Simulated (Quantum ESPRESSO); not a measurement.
Consider Al2O3 (Corundum, R-3c).

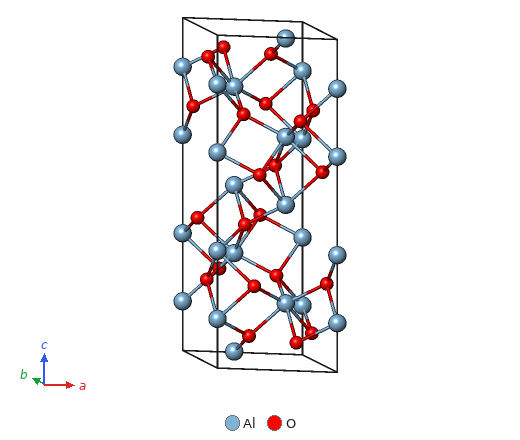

The structure (aluminium light blue, oxygen red). Some periodic images of atoms are drawn too.

```
Al O
1.0
     2.38025    1.37424    4.33187
    -2.38025    1.37424    4.33187
     0.00000   -2.74848    4.33187
Al O
4 6
Direct
  0.85216 0.85216 0.85216
  0.64784 0.64784 0.64784
  0.14784 0.14784 0.14784
  0.35216 0.35216 0.35216
  0.05668 0.75000 0.44332
  0.75000 0.44332 0.05668
  0.44332 0.05668 0.75000
  0.94332 0.25000 0.55668
  0.25000 0.55668 0.94332
  0.55668 0.94332 0.25000
```

Absorber: atom 5, with 2 Al at 1.85 Å and 2 Al at 1.97 Å (4-fold, site symmetry 2). Method: Quantum ESPRESSO XSpectra, PBE, full core hole (charged cell), 10-atom cell with 4.8 Å between holes, 7×7×7 k points, dipole transitions, Lorentzian half width 0.3 eV up to 4 eV, rising linearly to 2.5 eV at 25 eV (counted from xe0, 2.7 eV below the zero used here).

**Question.** What does the O K edge look like?

Main maxima up to 24 eV above the zero (height): 4.2 eV (2.35), 7.0 eV (2.15) and 22.8 eV (0.66). A K edge sees empty p states on the absorber. The total-energy difference plus the lowest empty eigenvalue puts the zero at 541.55 eV. One term is added: -8.91 eV, since the hole is spin-paired here and a spin-polarised one costs that much less in the free atom (computed apart). The photon energy is then 532.64 eV. The functional and the charged cell's background leave an error of a few eV in such absolute values.

The O K spectrum (energy from the lowest empty level; intensity scaled to a mean of 1 over the first 20 eV; the points at xe0, where the cut of filled states can leave a spike, are interpolated; polarised curves are means over the symmetry-equivalent atoms):

```tsv
E (eV)	isotropic	ε ⊥ c	ε ∥ c
-2.0	0.03	0.03	0.03
-0.5	0.05	0.06	0.05
1.0	0.17	0.18	0.16
2.5	0.66	0.69	0.61
4.0	2.30	2.31	2.29
5.5	2.03	2.13	1.82
7.0	2.15	2.04	2.37
8.5	1.57	1.46	1.79
10.0	0.96	0.91	1.04
11.5	0.65	0.67	0.62
13.0	0.55	0.61	0.45
14.5	0.54	0.60	0.43
16.0	0.54	0.57	0.49
17.5	0.55	0.54	0.55
19.0	0.56	0.56	0.56
20.5	0.59	0.60	0.56
22.0	0.64	0.67	0.60
23.5	0.65	0.67	0.60
25.0	0.59	0.61	0.54
26.5	0.53	0.55	0.47
28.0	0.50	0.53	0.44
29.5	0.51	0.53	0.47
31.0	0.52	0.52	0.52
```

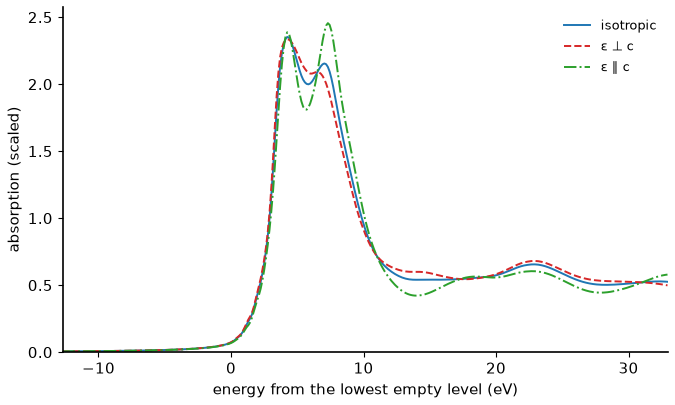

The O K edge.

The holes are only 4.8 Å apart, so the shape is probably not converged with cell size; no larger cell was run here. Lifetime broadening is put in by hand, and intensities beyond about 20 eV depend on it and on the partial waves; weight that the partial waves miss at high energy is lost. The structure is a published determination, not relaxed.

[Banner, clock and machine lines of the logs are left out without a mark of their own.]

[Logs are printed without paths, hosts, clocks, repeated set-up lines and the standing remarks that a program may print on its own settings, such as how far it seeks lower states.]

[Hosts, paths, dates, database ids (printed as entryN), source tags and the programs' standing remarks are cut or masked in the printed files.]

[Lists of maxima count a maximum above −3 eV only where it reaches 4 % of the highest in the window and stands out from its surroundings by 2 % of it (1.5 % where it reaches 55 %); shoulders and weaker maxima are passed over, and of the rest the first, up to two pre-edge ones and the few strongest are named.]
